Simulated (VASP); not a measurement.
Band structure of TiAl3 (space group I4/mmm). All values below come from PBE GGA, VASP's PBE PAW potentials (set 64) (plane waves; VASP).

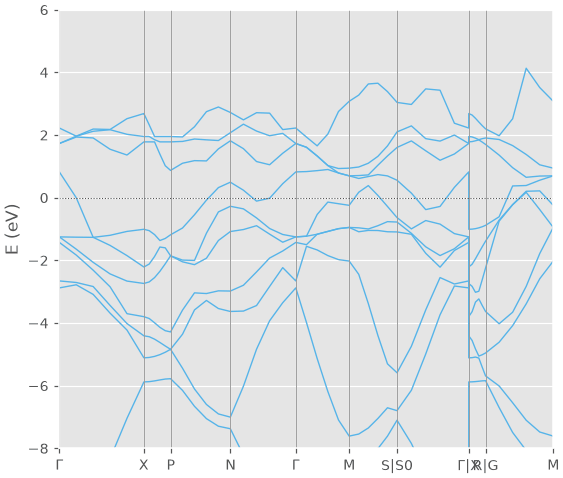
Fig. 1. Bands along high-symmetry lines, zero at the valence-band maximum or, without a gap, the Fermi level

Question: Read the plot: is there a gap, and where are the band edges?

Answer: It has no gap at this level: it comes out as a metal or semimetal.

The structure comes from a computed database's TiAl3 entry (I4/mmm); how it stands against other phases isn't given here. The cell was not relaxed at this level. The electron count is odd and the run is not spin-polarised, which forces a metal.
